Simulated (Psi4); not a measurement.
# CF (SMILES [C]F): UBLYP/cc-pVTZ

What is the vertical doublet–quartet gap of CF at UBLYP/cc-pVTZ? 

The results are computed with Psi4 1.11.

2 further runs of the same task are left out: 2 that didn't finish.

## (1) The molecule

The species is CF (2 atoms), meant as a doublet with charge 0. SMILES: `[C]F`. The coordinates come from a PBE0-D4/def2-TZVP relaxation.

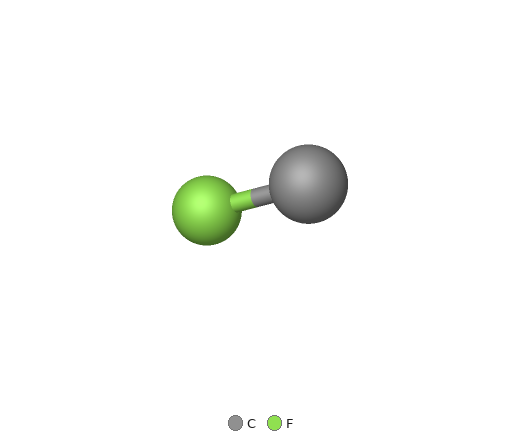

Viewed from a chosen angle; carbon grey, fluorine green.

## (2) A single-point energy at UBLYP/cc-pVTZ

job.json

```json
{
 "schema_name": "qcschema_input",
 "schema_version": 1,
 "molecule": {
  "schema_name": "qcschema_molecule",
  "schema_version": 2,
  "symbols": ["C", "F"],
  "geometry": [0.0, 0.0, 0.00582036, 0.0, 0.0, 2.40244662],
  "molecular_charge": 0,
  "molecular_multiplicity": 2,
  "fix_symmetry": "c1",
  "fix_com": true,
  "fix_orientation": true
 },
 "driver": "energy",
 "model": {
  "method": "blyp",
  "basis": "cc-pVTZ"
 },
 "keywords": {
  "reference": "uks",
  "puream": true,
  "e_convergence": 1e-09,
  "d_convergence": 1e-08,
  "scf_type": "pk",
  "dft_radial_points": 99,
  "dft_spherical_points": 590,
  "maxiter": 100
 }
}
```

Started as:

```bash
$ psi4 --qcschema job.json -n 1 --memory 2200MB
```

stdout:

```text
[...]
  Running in c1 symmetry.
[...]
  Nuclear repulsion =   22.531673336500951
[...]
  Multiplicity = 2
[...]
  Nalpha       = 8
  Nbeta        = 7
[...]
    Number of basis functions: 60
[...]
   @UKS iter   1:  -137.78335981038725   -2.49366e-01   4.57334e-03 DIIS/ADIIS
[...]
   @UKS iter  10:  -137.82127666204579   -6.16751e-12   5.04764e-09 DIIS
[...]
   @S^2 Observed:                7.527401522E-01
[...]
    Orbital Energies [Eh]
    ---------------------
    Alpha Occupied:
       1A    -24.394265     2A    -10.048300     3A     -1.223437
       4A     -0.626673     5A     -0.486089     6A     -0.485345
       7A     -0.357830     8A     -0.160033
    Alpha Virtual:
       9A     -0.140535    10A      0.097373    11A      0.254704
      12A      0.264232    13A      0.282179    14A      0.340709
      15A      0.586241    16A      0.600788    17A      0.606111
      18A      0.673688    19A      0.677538    20A      0.794204
      21A      0.794475    22A      1.039932    23A      1.391193
      24A      1.788424    25A      1.789276    26A      1.794578
[...]
  @UKS Final Energy:  -137.82127666204579
   => Energetics <=
    Nuclear Repulsion Energy =             22.5316733365009512
    One-Electron Energy =                -234.0939868169750753
    Two-Electron Energy =                  89.4544991574978781
    DFT Exchange-Correlation Energy =     -15.7134623390695332
    Empirical Dispersion Energy =           0.0000000000000000
    VV10 Nonlocal Energy =                  0.0000000000000000
    Total Energy =                       -137.8212766620457899
[...]
 Multipole Moments:
 ------------------------------------------------------------------------------------
     Multipole            Electronic (a.u.)      Nuclear  (a.u.)        Total (a.u.)
 ------------------------------------------------------------------------------------
 L = 1.  Multiply by 2.5417464519 to convert [e a0] to [Debye]
 Dipole X            :         -0.0000000            0.0000000           -0.0000000
 Dipole Y            :          0.0000000            0.0000000            0.0000000
 Dipole Z            :        -21.2913575           21.6569417            0.3655842
 Magnitude           :                                                    0.3655842
[...]
```

The result, in JSON:

```text
{
 "driver": "energy",
 "model": {
  "method": "blyp",
  "basis": "cc-pVTZ"
 },
 "success": true,
 "return_result": -137.8212766620458,
 "properties": {
  "calcinfo_nbasis": 60,
  "calcinfo_nmo": 60,
  "calcinfo_nalpha": 8,
  "calcinfo_nbeta": 7,
  "calcinfo_natom": 2,
  "nuclear_repulsion_energy": 22.53167333650095,
  "return_energy": -137.8212766620458,
  "scf_one_electron_energy": -234.09398681697508,
  "scf_two_electron_energy": 89.45449915749788,
  "scf_xc_energy": -15.713462339069533,
  "scf_dipole_moment": [-1.286446952238444e-15, 8.54413701596558e-15, 0.3655841957798778],
  "scf_total_energy": -137.8212766620458,
  "scf_iterations": 10
 }
}
```

It took 12 s on 1 thread of Intel Xeon at 2.50GHz (Skylake/Cascade Lake), shared host; peak memory 0.44 GiB.

## (3) The quartet: energy and forces at UBLYP/cc-pVTZ

input.dat

```
memory 2200 MB

molecule system {
  0 4
  C      0.000000     0.000000     0.003080
  F      0.000000     0.000000     1.271320
  symmetry c1
}

set basis cc-pVTZ
set reference uks
set puream true
set e_convergence 1e-09
set d_convergence 1e-08
set scf_type pk
set dft_radial_points 99
set dft_spherical_points 590
set maxiter 100

result, w = gradient("blyp", return_wfn=True)
oeprop(w, "DIPOLE", "LOWDIN_CHARGES", "QUADRUPOLE")
```

Started as:

```bash
$ psi4 -n 1 input.dat output.dat
```

output.dat (excerpt; [...] marks lines left out):

```text
[...]
  Running in c1 symmetry.
[...]
  Nuclear repulsion =   22.531673323803066
[...]
  Multiplicity = 4
[...]
  Nalpha       = 9
  Nbeta        = 6
[...]
    Number of basis functions: 60
[...]
   @UKS iter   1:  -137.64275458737296   -1.08761e-01   4.32151e-03 DIIS/ADIIS
[...]
   @UKS iter  10:  -137.67736364283445   -1.30740e-12   3.31109e-09 DIIS
[...]
   @S^2 Observed:                3.752442315E+00
[...]
  @UKS Final Energy:  -137.67736364283445
   => Energetics <=
    Nuclear Repulsion Energy =             22.5316733238030658
    One-Electron Energy =                -234.2111649859506883
    Two-Electron Energy =                  89.7912846874484245
    DFT Exchange-Correlation Energy =     -15.7891566681352344
    Empirical Dispersion Energy =           0.0000000000000000
    VV10 Nonlocal Energy =                  0.0000000000000000
    Total Energy =                       -137.6773636428344503
[...]
  -Total Gradient:
     Atom            X                  Y                   Z
    ------   -----------------  -----------------  -----------------
       1       -0.000000000000    -0.000000000000     0.072043786557
       2       -0.000000000000     0.000000000000    -0.072044865996
[...]
 Multipole Moments:
 ------------------------------------------------------------------------------------
     Multipole            Electronic (a.u.)      Nuclear  (a.u.)        Total (a.u.)
 ------------------------------------------------------------------------------------
 L = 1.  Multiply by 2.5417464519 to convert [e a0] to [Debye]
 Dipole X            :         -0.0000000            0.0000000           -0.0000000
 Dipole Y            :          0.0000000            0.0000000            0.0000000
 Dipole Z            :          0.3549614           -0.4631463           -0.1081849
 Magnitude           :                                                    0.1081849
 L = 2.  Multiply by 1.3450342976 to convert [e a0^2] to [Debye ang]
 Quadrupole XX       :         -8.1030974            0.0000000           -8.1030974
 Quadrupole XY       :         -0.0000000            0.0000000           -0.0000000
[...]
```

Run time: 17 s. Hardware: 1 thread of Intel Xeon at 2.50GHz (Skylake/Cascade Lake), shared host; peak memory 0.44 GiB.

## (4) Results

At UBLYP/cc-pVTZ:

```
                                        quantity          value
                           doublet: total energy  -137.82128 Eh
                          doublet: dipole moment         0.93 D
     doublet: HOMO energy (highest over α and β)       -4.35 eV
      doublet: LUMO energy (lowest over α and β)       -3.82 eV
                                   doublet: ⟨S²⟩          0.753
                           quartet: total energy  -137.67736 Eh
                          quartet: dipole moment         0.27 D
     quartet: HOMO energy (highest over α and β)       -4.77 eV
                                   quartet: ⟨S²⟩          3.752
               quartet: largest force on an atom     3.705 eV/Å
vertical energy of the quartet above the doublet       3.916 eV
```

**Reading.** At this shape the quartet lies 3.92 eV (90 kcal/mol) above the doublet.
